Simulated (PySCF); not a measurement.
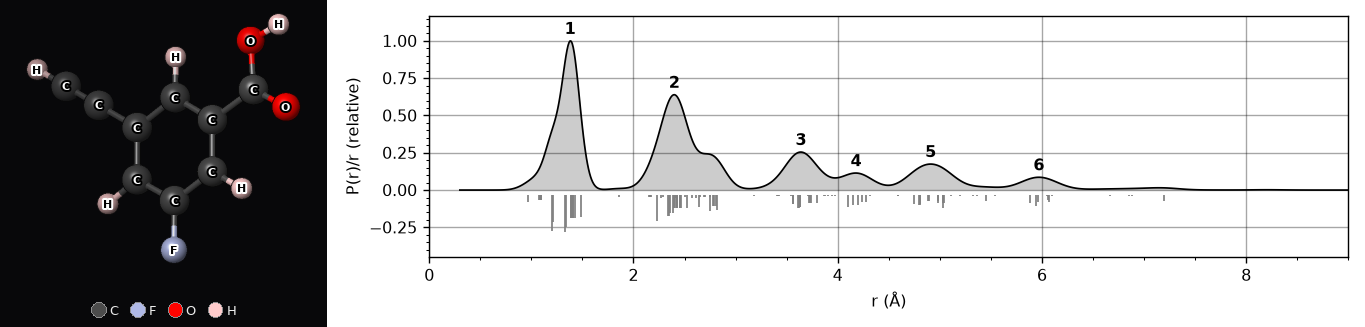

Simulated gas electron diffraction: radial distribution curve of C9H5FO2. Each pair of atoms contributes with weight ZᵢZⱼ/r (bars below the curve); damping constant 0.0015 Å²; vibrational amplitudes assumed, not computed: 0.05 Å for bonds, 0.078 Å for bonds to H, 0.06 + 0.015 r up to 0.15 Å for other pairs. The geometry is the end point of an optimisation (PBE0-D3(BJ)/def2-SVP geometry optimisation, gas phase (PySCF)); it may be a saddle point or a higher isomer. SMILES: C#Cc1cc(F)cc(C(=O)O)c1.

Read the positions of the numbered peaks and name the main pairs (– for bonds).

Peak 1, 1.38 Å: C–C 1.21–1.49 Å (×9), F–C 1.33 Å, O–C 1.34 Å, not resolved; in its flanks O–C 1.20 Å
Peak 2, 2.40 Å: O···O 2.23 Å, F···C 2.34 Å (×2), O···C 2.36–2.38 Å (×2), C···C 2.39–2.64 Å (×11), not resolved; in its flanks O···C 2.75–2.82 Å, C···C 2.78–2.81 Å
Peak 3, 3.64 Å: C···H 3.41–3.90 Å (×13), C···C 3.56–3.80 Å (×6), F···C 3.61–3.62 Å (×2), O···C 3.63 Å (×2), not resolved
Peak 4, 4.18 Å: F···C 4.10 Å, O···C 4.15–4.20 Å (×2), C···C 4.24–4.28 Å (×2), not resolved
Peak 5, 4.91 Å: O···C 4.75–5.04 Å (×5), F···C 4.79–4.81 Å (×2), C···C 4.88–4.98 Å (×3), F···O 5.03 Å, not resolved
Peak 6, 5.97 Å: F···C 5.88 Å, C···H 5.89–6.00 Å (×4), F···O 5.94 Å, O···C 5.96–6.07 Å (×2), C···C 6.06 Å, not resolved
